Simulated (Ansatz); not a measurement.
The coordinates of a crystal:

```
Si Cu
1.0
     3.96355    0.00000    0.00000
     0.00000    3.96355    0.00000
     0.00000    0.00000    7.09332
Si Cu
6 2
Direct
  0.50000 0.50000 0.00000
  0.50000 0.00000 0.25000
  0.00000 0.50000 0.25000
  0.00000 0.00000 0.50000
  0.00000 0.50000 0.75000
  0.50000 0.00000 0.75000
  0.00000 0.00000 0.00000
  0.50000 0.50000 0.50000
```

Say what kind of structure these coordinates give.

Composition: CuSi$_{3}$. It belongs to space group I4/mmm (No. 139) and has a body-centred tetragonal lattice. The cell holds 8 atoms (2 Cu, 6 Si), Z = 2. The Cu atoms are each bonded to twelve Si in a cuboctahedral arrangement at 2.66 to 2.80 Å. The bonds build a three-dimensional framework.

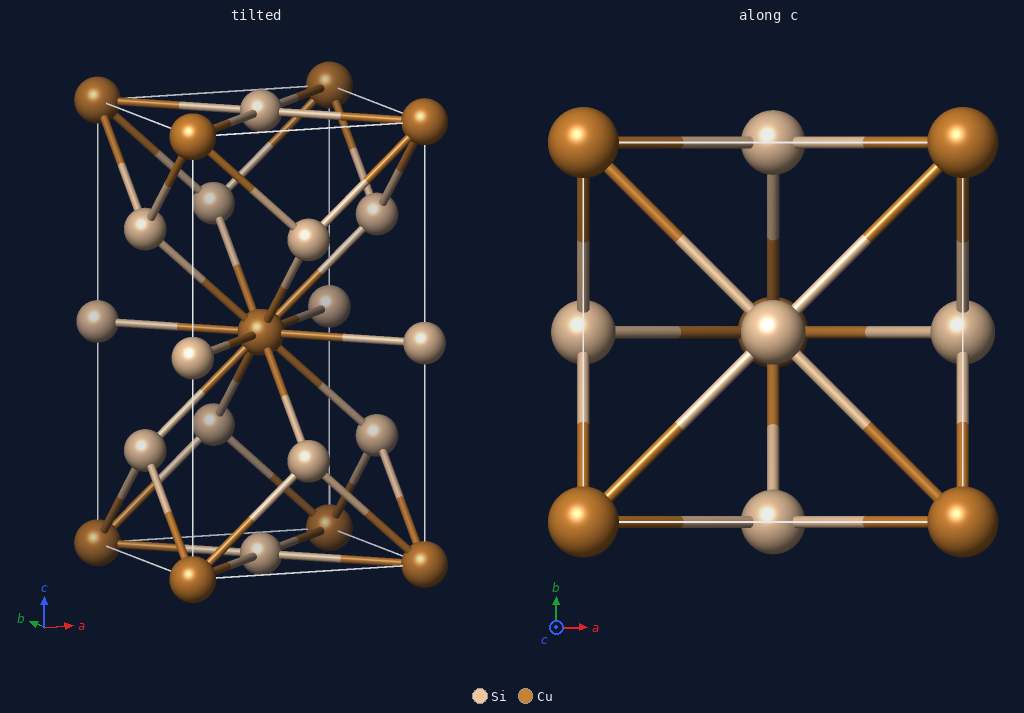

Ball-and-stick model, viewed slightly off an axis and along the c axis. The lines enclose the conventional unit cell; boundary atoms appear with their images.

The structure was taken from a textbook structure type filled with these elements (whether it is the usual form wasn't checked). Cell shown after relaxation with DFT PBE, scalar-relativistic, plane waves, PAW in Ansatz 0.2.0.
